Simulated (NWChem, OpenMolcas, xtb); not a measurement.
**A ladder of methods for SnNH2F (SMILES [NH2][Sn][F])**

SnNH2F has 5 atoms, charge 0, and is taken as a singlet. SMILES: `[NH2][Sn][F]`. The shape is that of a PBE0-D4/def2-TZVP optimisation. This is one conformer, not always the lowest.

```xyz
5

N    -0.3029    0.4955   -0.3933
Sn    0.3389   -0.0537    1.4232
F     0.9669   -1.7759    0.7543
H    -0.7468    1.3693   -0.6291
H    -0.2062   -0.1089   -1.1966
```

Each level gives the dipole moment (D). The values are calculated.

| level | kind | program | value (D) | CPU time |
| --- | --- | --- | --- | --- |
| GFN2-xTB | semi-empirical | xtb | 4.57 | under 2 s |
| HF/def2-SVP (core potential) | Hartree–Fock | NWChem | 3.12 | 8.9 s |
| SVWN5/def2-SVP (core potential) | LDA | OpenMolcas | 2.77 | 11 s |
| PBE/def2-SVP (core potential) | GGA | OpenMolcas | 2.68 | 19 s |
| r2SCAN/def2-SVP (core potential) | meta-GGA | OpenMolcas | 2.80 | 23 s |
| PBE0/def2-SVP (core potential) | global hybrid | OpenMolcas | 2.85 | 16 s |
| TPSSh/def2-SVP (core potential) | hybrid meta-GGA | NWChem | 2.75 | 22 s |
| CAM-B3LYP/def2-SVP (core potential) | range-separated hybrid | NWChem | 2.85 | 16 s |

The values span 2.68 to 4.57 D. Magnitudes only. CPU times are rough (shared hosts, several kinds of processor and program).

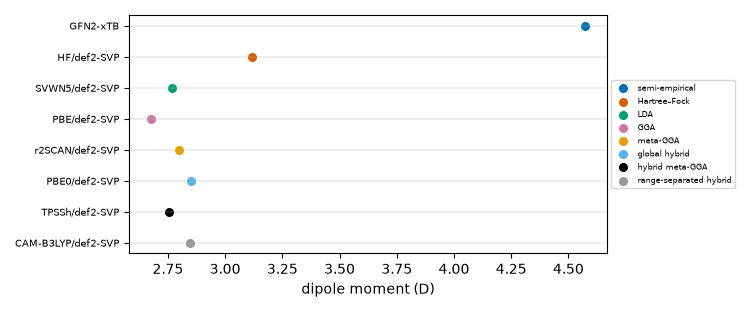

The values of the table, level by level.
